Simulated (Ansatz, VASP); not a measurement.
# Nb3B4: VASP beside Ansatz

Wanted: the spread between two codes on one cell, functional and k mesh.

Calculated with Ansatz 0.2.0; plane waves, with VASP 6.6.1 beside it; relaxation of cell and atoms at PBEsol.

**1. The structure**

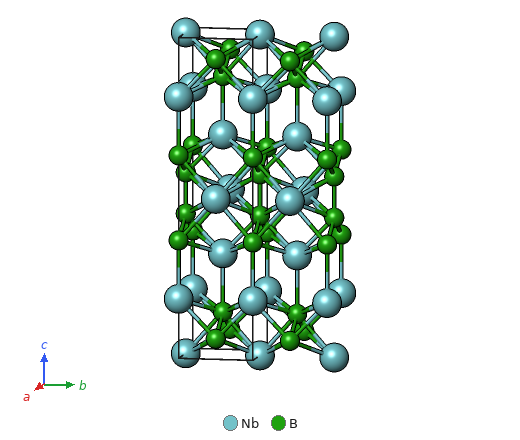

The starting structure, seen slightly off an axis (niobium teal, boron green). 1×2×1 cells are drawn. This picture shows the conventional cell, with its axes. Some periodic images of atoms are drawn too.

**2. Ansatz: relaxation of cell and atoms, PBEsol**

Ansatz runs on its default PAW (the set named soft_2) files.

The relaxed volume is the usual yardstick between codes: its relative difference is about their pressure difference at one cell divided by the bulk modulus.

input.yaml

```yaml
crystal:
  lattice:
    - [-1.5704016578, 1.6448005173, 7.0400340583]
    - [1.5704016578, -1.6448005173, 7.0400340583]
    - [1.5704016578, 1.6448005173, -7.0400340583]
  atoms:
    - { symbol: Nb, position: [0.0, 0.5, 0.5] }
    - { symbol: Nb, position: [0.814770805, 0.814770805, 0.0] }
    - { symbol: Nb, position: [0.185229195, 0.185229195, 0.0] }
    - { symbol: B, position: [0.6325119746, 0.6325119746, 0.0] }
    - { symbol: B, position: [0.3674880254, 0.3674880254, 0.0] }
    - { symbol: B, position: [0.5642702664, 0.0642702664, 0.5] }
    - { symbol: B, position: [0.4357297336, 0.9357297336, 0.5] }
hamiltonian:
  xc: pbesol
  pseudopotentials: { kind: paw }
kpoints:
  mp_grid: { grid: [8, 8, 8] }
scf:
  occupations: { method: gaussian, width: 0.05 }
relax:
  f_tol: 0.01
  max_steps: 60
  cell: { stress_tol: 0.05 }
output:
  forces: true
  stress: true
  write_density: true
  write_potential: true
  elf: true
  volumetric_format: npy
```

The run is started by

```sh
$ ansatz run input.yaml --threads 4 --pin off --max-ram 9216MiB --backend cpu --events-out ev --progress --plain --runs-dir out
```

Numbers of over 12 decimals in the logs are rounded to 6 here.

The log of the run:

```text
basis.fft_grid_basis auto: the FFT boxes are laid along the combinations [[1, -1, 0], [0, 1, 0], [0, 1, 1]] of the cell's own vectors, 4.548, 7.398 and 3.141 Å long. The dense box has 32×50×24 points. Along the cell's own vectors, as sized, it would have 50×50×50, 3.26 times as many. Of the 8 symmetry operations that the crystal satisfies within crystal.symmetry.tolerance (time reversal apart; of a slab, those that k [...]
Engine: ansatz 0.2.0, aarch64-unknown-linux-gnu
Pseudopotentials: kind: paw
Pseudopotential: Nb, paw, valence charge 13, recommended cutoff 420 eV (normal), Nb.paw.azcp
Pseudopotential: B, paw, valence charge 3, recommended cutoff 420 eV (normal), B.paw.azcp
Functional definition: PBEsol
  exchange = pbesol_x
  correlation = pbesol_c
Crystal: 7 atoms, lattice volume = 72.738 Å³
Basis set: ecut = 420 eV, 1443 PW (Γ), FFT grids on a1−a2, a2, a2+a3, exchange–correlation on 64×100×48 points (8 copies of the dense FFT grid, shifted against one another)
Bands: 33, of which v1, the nominal top of the filled ones, is band 26 counted from 1 (25 counted from 0)
Symmetry: 8 space group operations
Space group: Immm (ITA 71), of the structure as read, at distance tolerance 4.2e-5 Å
k-points: 95 of 512
Non-local potential: Nb, projectors of the file, l = 0: 3, l = 1: 2, l = 2: 2, l = 3: 1
Non-local potential: B, projectors of the file, l = 0: 2, l = 1: 2, l = 2: 1
PAW form: soft (Blöchl's): semilocal exchange-correlation on the pseudo side does not see the compensation charge
PAW frozen core: Nb, regenerated for the run's functional, and the local potential with it (the file was generated under x = pbe(κ = 0.804, μ = 0.219515), c = pbe(β = 0.066725))
PAW frozen core: B, regenerated for the run's functional, and the local potential with it (the file was generated under x = pbe(κ = 0.804, μ = 0.219515), c = pbe(β = 0.066725))
PAW one-centre angular grid: Nb, 590 points (default); XC on 64 Gauss nodes
PAW one-centre angular grid: B, 110 points (default); XC on 64 Gauss nodes
Initial density: superposition of atomic densities (neutral atoms: chi_scale 0, normalization atom), corrected by the library's trained network
Initial wavefunctions: pseudopotential atomic-orbital guess
Functional: x = pbesol(κ = 0.804, μ = 0.123457), c = pbesol(β = 0.046)
SCF iter   1: F=—  HF=-14102.962421 eV  |F-HF|=—  |Δ(HF+E_count)|=         —  Δρ=5.23e-3  dr2=2.48e-2  ethr=1.77e-3  ⟨swp⟩=5.9  Hψ=13201  notcnv=0  defer=5
preconditioner: auto → Kerker (q_TF=auto, 2.572 Å⁻¹)  [metal: Δε(μ)=0.005 eV  Ē_g=7.317 eV  σ=0.050 eV  W_gap=0.06  n_scr=20 (ndim 8)  ℏωp=22.6 eV  f_vac=0.000  D(μ)=3.20/eV (n_scr^D=26)]
SCF iter   2: F=—  HF=-14102.957375 eV  |F-HF|=—  |Δ(HF+E_count)|=   5.05e-3  Δρ=2.97e-3  dr2=8.26e-3  ethr=4.87e-5  ⟨swp⟩=1.0  Hψ=3896  notcnv=0  defer=12
SCF iter   3: F=—  HF=-14102.955122 eV  |F-HF|=—  |Δ(HF+E_count)|=   2.25e-3  Δρ=2.77e-4  dr2=1.18e-4  ethr=1.62e-5  ⟨swp⟩=2.0  Hψ=4205  notcnv=0  defer=12
SCF iter   4: F=—  HF=-14102.955102 eV  |F-HF|=—  |Δ(HF+E_count)|=   1.97e-5  Δρ=7.42e-5  dr2=4.57e-6  ethr=2.31e-7  ⟨swp⟩=2.0  Hψ=4230  notcnv=0  defer=12
SCF iter   5: F=—  HF=-14102.955100 eV  |F-HF|=—  |Δ(HF+E_count)|=   2.21e-6  Δρ=1.15e-5  dr2=2.77e-7  ethr=8.95e-9  ⟨swp⟩=2.0  Hψ=4152  notcnv=0  defer=12
SCF iter   6: F=-14102.955100 eV  HF=-14102.955100 eV  |F-HF|=7.62e-9  |Δ(HF+E_count)|=   4.29e-8  Δρ=1.97e-6  dr2=8.81e-9  ethr=1.96e-10  ⟨swp⟩=7.1  Hψ=16778  notcnv=0
SCF 1 converged in 6 iterations: F = -14102.955100 eV  dr2 = 8.81e-9
  greatest PAW one-centre occupation: 0.998 electrons in one spin orbital (limit 2), on the Nb atom at site 2 (counted from 0), in its partial waves of l = 0
relax step   1: F+E_penalty+E_count = -14102.95509969 eV  Δ(F+E_penalty+E_count) = +0.000e0 eV  max|allowed force component| = 6.315e-2 eV/Å  Δτ_max = 0.0000 Å  P = -2.740 GPa  Ω = 72.738 Å³  (6 SCF iters, dr2 threshold 1.00e-7 eV, accepted)
[...]
relax step   2: F+E_penalty+E_count = -14102.95808417 eV  Δ(F+E_penalty+E_count) = -2.984e-3 eV  max|allowed force component| = 1.279e-1 eV/Å  Δτ_max = 0.0080 Å  P = +1.785 GPa  Ω = 71.590 Å³  energy of the carried Pulay correction = +9.980e-4 eV  (6 SCF iters, dr2 threshold 7.00e-7 eV, accepted)
[...]
relax step   3: F+E_penalty+E_count = -14102.96170690 eV  Δ(F+E_penalty+E_count) = -3.623e-3 eV  max|allowed force component| = 2.637e-2 eV/Å  Δτ_max = 0.0073 Å  P = -0.042 GPa  Ω = 72.061 Å³  energy of the carried Pulay correction = +5.862e-4 eV  (6 SCF iters, dr2 threshold 7.00e-7 eV, accepted)
[...]
relax step   4: F+E_penalty+E_count = -14102.96174875 eV  Δ(F+E_penalty+E_count) = -4.186e-5 eV  max|allowed force component| = 6.745e-3 eV/Å  Δτ_max = 0.0026 Å  P = -0.032 GPa  Ω = 72.054 Å³  energy of the carried Pulay correction = +5.931e-4 eV  (6 SCF iters, accepted)
[...]
relax step   5: F+E_penalty+E_count = -14102.96180700 eV  Δ(F+E_penalty+E_count) = -5.825e-5 eV  max|allowed force component| = 2.761e-3 eV/Å  Δτ_max = 0.0005 Å  P = +0.002 GPa  Ω = 72.047 Å³  energy of the carried Pulay correction = +5.987e-4 eV  (6 SCF iters, accepted)
[...]
relax step   6: F+E_penalty+E_count = -14102.96123161 eV  Δ(F+E_penalty+E_count) = +5.754e-4 eV  max|allowed force component| = 2.904e-3 eV/Å  Δτ_max = 0.0000 Å  P = -0.007 GPa  Ω = 72.047 Å³  stress off target by 2.51e-2 GPa  SCF on the basis re-selected at this cell (its energy is not comparable with the rows above)  (7 SCF iters)
basis re-selected at this cell: Δ(F+E_penalty+E_count) = +5.754e-4 eV, ΔP = -0.010 GPa vs the last step (what re-selecting the basis moved, of the pressure what is left beyond the Pulay correction that the steps carried, after the strain that the cell walked since its last selection, with what the two solves' SCF thresholds leave and, on support functions, any second-order correction that the steps lacked; it is no m [...]
SCF converged after 7 iterations
Free energy (F): -14102.961232 eV
Harris-Foulkes:  -14102.961232 eV  (|F-HF|=1.82e-12)
Internal energy: -14102.957393 eV  (E = F + TS)
E sigma→0 (E₀):  -14102.959312 eV
Entropy (-TS):   -0.003839 eV (-0.548 meV/atom)
Fermi energy:    18.316853 eV
--- Per-component energies (eV) ---
  E_band       = -92.729940
  E_kinetic    = 1389.266588
  E_local      = -2082.940055  (includes V_loc(G=0)·N_el)
  E_nonlocal   = 404.555516
  E_hartree    = 665.521464
  E_xc         = -658.237763
  E_vxc        = -798.983572  (∫ρ·V_xc dr)
  E_paw        = -9354.106597  (= ΣΔE_a)
  E_vpaw       = -335.671354  (= ΣTr[D̂ρ^β])
  E_aug_tail   = 0.000009  (compensation charges beyond the density's cutoff)
  E_ewald      = -4467.641526
  E_core_change = 0.624971  (= ΣΔE_core)
  E_smearing   = -0.003839  (= −TS)
  E_closure    = -0.000000  (closes the sum)
  Σ components = -14102.961232   (vs F -14102.961232, Δ=0.00e0)
--- Forces (eV/Å), atoms counted from 1 ---
  atom   1  Nb     0.00000000    -0.00000000    -0.00000000
  atom   2  Nb    -0.00000000    -0.00000000     0.00165342
  atom   3  Nb     0.00000000     0.00000000    -0.00165342
  atom   4  B     -0.00000000    -0.00000000     0.00290414
  atom   5  B      0.00000000     0.00000000    -0.00290414
  atom   6  B     -0.00000000    -0.00000000    -0.00199323
  atom   7  B      0.00000000     0.00000000     0.00199323
  max |Σ_I F_I| component: 4.34e-19 eV/Å
--- Stress (GPa, compression-positive) ---
        0.001131       0.000000      -0.000000
        0.000000      -0.025135       0.000000
       -0.000000       0.000000       0.002341
  P = ⅓ Tr σ = -0.0072 GPa (-0.072 kbar)
--- Band table (eV; the first three rows and the last of 95) ---
  k-point 0: bands = [... 22 lower, 15.4591, 16.0275, 18.6242, 18.9302, 19.1617, 19.6766, 20.4312, 20.9995, ... 3 higher]
  k-point 1: bands = [... 22 lower, 15.6569, 16.2979, 17.4276, 18.7179, 18.9269, 19.2758, 20.1531, 20.1823, ... 3 higher]
  k-point 2: bands = [... 22 lower, 15.7574, 15.9149, 15.9451, 19.4452, 19.5553, 20.0584, 20.2185, 20.4129, ... 3 higher]
  k-point 94: bands = [... 22 lower, 14.9736, 16.7512, 18.9562, 19.2342, 19.2472, 19.3376, 19.4325, 20.7109, ... 3 higher]
--- Relaxed structure (5 steps of the walk, 5 accepted, 1 SCFs on fresh bases) ---
  F+E_penalty+E_count = -14102.96123161 eV   max|allowed force component| = 2.904e-3 eV/Å   (the final SCF, on the basis selected at the relaxed cell)
  cell:  # Å, volume = 72.0470 Å³
    - [-1.566139, 1.640043, 7.012461]
    - [1.566139, -1.640043, 7.012461]
    - [1.566139, 1.640043, -7.012461]
  atoms:
    - { symbol: Nb, position: [0, 0.500000, 0.500000] }
    - { symbol: Nb, position: [0.814860, 0.814860, 0] }
    - { symbol: Nb, position: [0.185140, 0.185140, 0] }
    - { symbol: B, position: [0.632548, 0.632548, 0] }
    - { symbol: B, position: [0.367452, 0.367452, 0] }
    - { symbol: B, position: [0.564285, 0.064285, 0.5] }
    - { symbol: B, position: [0.435715, 0.935715, 0.500000] }
```

It took 21 s on 4 threads of Arm Neoverse V1, shared host; peak memory 0.52 GiB.

(Continued in part 2 of 2.)

[Lines on the potential files, build, host, timing and source positions are cut from VASP's logs without a mark.]

[Logs are printed without paths, hosts, clocks, repeated set-up lines and the standing remarks that a program may print on its own settings, such as how far it seeks lower states.]

[Hosts, paths, dates, database ids (printed as entryN), source tags and the programs' standing remarks are cut or masked in the printed files.]
